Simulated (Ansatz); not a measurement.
# AlNH3 (SMILES [NH2][AlH]) at U-revPBE/STO-3G

What is the vertical ionisation energy of AlNH3 at U-revPBE/STO-3G? 

Program for the calculation: Ansatz 0.2.0.

52 further runs of the same task are left out: 52 set aside as unsound or not needed.

## (1) The molecule

AlNH3: 5 atoms, total charge 0, spin state doublet. As SMILES, `[NH2][AlH]`. The coordinates come from a PBE0-D4/def2-TZVP relaxation. This is one conformer, not always the lowest.

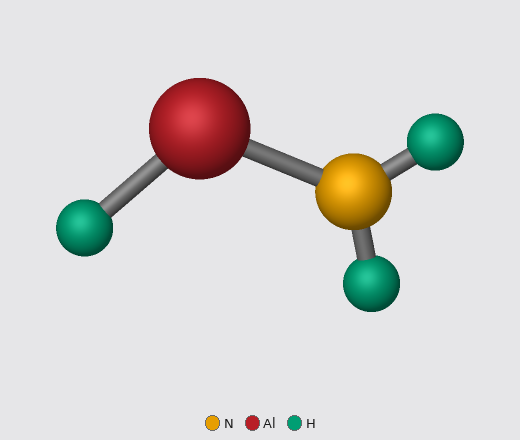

The structure, seen from a chosen angle (nitrogen amber, aluminium red, hydrogen teal).

## (2) The energy at U-revPBE/STO-3G

Input file run.yaml:

```yaml
crystal:
  periodic: [false, false, false]
  atoms:
    - symbol: "N"
      position_ang: [-0.116600, -0.660800, 0.175100]
    - symbol: Al
      position_ang: [0.836600, 0.833900, 0.120800]
    - symbol: H
      position_ang: [0.148500, -1.505300, 0.655500]
    - symbol: H
      position_ang: [-1.010300, -0.782800, -0.277400]
    - symbol: H
      position_ang: [0.191800, 2.041400, -0.715400]
basis:
  gaussian:
    orbitals: STO-3G
magnetization:
  spin_polarized: true
  initial_magnetization: 1
hamiltonian:
  xc: {name: revPBE}
accuracy: high
```

On the command line:

```sh
ansatz run run.yaml --threads 1 --pin off --max-ram 2610MiB --events-out events.jsonl --progress --plain --runs-dir runs
```

Log:

```text
Warning: RAYON_NUM_THREADS=1 ignored (pool sized by the plan → 1); use --threads N
Functional definition: revPBE
  name "revPBE"
  parameter kappa = 1.245
  parameter beta = 0.06672455060314922
  exchange = pbe_x(kappa = kappa, mu = beta*pi^2/3)
  correlation = pbe_c(beta = beta)
288 factors; integrals over basis functions are off by at most 1.1e-8 eV
mean field evaluation 1: about -8029.7946 eV, gradient 1.9e1 eV
mean field evaluation 2: about -8002.8862 eV, gradient 5.9e1 eV
mean field evaluation 4: about -8032.4050 eV, gradient 1.9e0 eV
mean field evaluation 8: about -8032.4021 eV, gradient 1.8e-2 eV
mean field evaluation 16: about -8032.4021 eV, gradient 3.0e-7 eV
mean field -8032.40211289 eV, -295.1853330910 hartree, gradient 7.0e-8 eV, S^2 0.752796; 0 other end points of the search recorded, 0 dependent functions left out
reference -8032.40211540 eV, -295.1853331834 hartree; 12, 11 occupied and 5, 6 virtual orbitals, 288 factors
Total energy: -8032.40211540 eV, -295.1853331834 hartree
```

It took 1.6 s on 1 thread of Intel Xeon Platinum 8259CL at 2.50GHz (Skylake/Cascade Lake), shared host; peak memory 0.14 GiB.

## (3) The singlet cation, same level

Input file job.yaml:

```yaml
crystal:
  periodic: [false, false, false]
  atoms:
    - {symbol: "N", position_ang: [-0.116600, -0.660800, 0.175100]}
    - {symbol: Al, position_ang: [0.836600, 0.833900, 0.120800]}
    - {symbol: H, position_ang: [0.148500, -1.505300, 0.655500]}
    - {symbol: H, position_ang: [-1.010300, -0.782800, -0.277400]}
    - {symbol: H, position_ang: [0.191800, 2.041400, -0.715400]}
basis:
  gaussian:
    orbitals: STO-3G
total_charge: 1
hamiltonian:
  xc: {name: revPBE}
accuracy: high
```

On the command line:

```sh
ansatz run job.yaml --threads 1 --pin off --max-ram 2610MiB --events-out events.jsonl --progress --plain --runs-dir runs
```

Log (excerpt; [...] marks lines left out):

```text
Warning: RAYON_NUM_THREADS=1 ignored (pool sized by the plan → 1); use --threads N
[... 6 set-up lines as earlier in the session ...]
287 factors; integrals over basis functions are off by at most 1.1e-8 eV
mean field evaluation 1: about -8019.0922 eV, gradient 4.9e1 eV
mean field evaluation 2: about -7976.6814 eV, gradient 1.1e2 eV
mean field evaluation 4: about -8027.9576 eV, gradient 5.8e0 eV
mean field evaluation 8: about -8028.1221 eV, gradient 1.5e-1 eV
mean field evaluation 16: about -8028.1222 eV, gradient 1.4e-6 eV
mean field -8028.12218568 eV, -295.0280486672 hartree, gradient 1.6e-8 eV, S^2 0.000000; 1 other end points of the search recorded, 0 dependent functions left out
reference -8028.12218818 eV, -295.0280487589 hartree; 11, 11 occupied and 6, 6 virtual orbitals, 287 factors
Total energy: -8028.12218818 eV, -295.0280487589 hartree
```

It took 1.1 s on 1 thread of Intel Xeon Platinum 8259CL at 2.50GHz (Skylake/Cascade Lake), shared host; peak memory 0.11 GiB.

## (4) Results

Level: U-revPBE/STO-3G.

| quantity | value |
| --- | --- |
| doublet AlNH3: total energy | -295.18533 Eh |
| doublet AlNH3: ⟨S²⟩ | 0.753 |
| singlet cation: total energy | -295.02805 Eh |
| vertical ionisation energy (to the singlet cation) | 4.280 eV |

**Reading.** Removing an electron at fixed nuclei costs 4.28 eV (99 kcal/mol). Only the singlet of the ionised species was computed; a triplet could lie lower. In a minimal basis such a difference can be off by several eV, whatever the method.
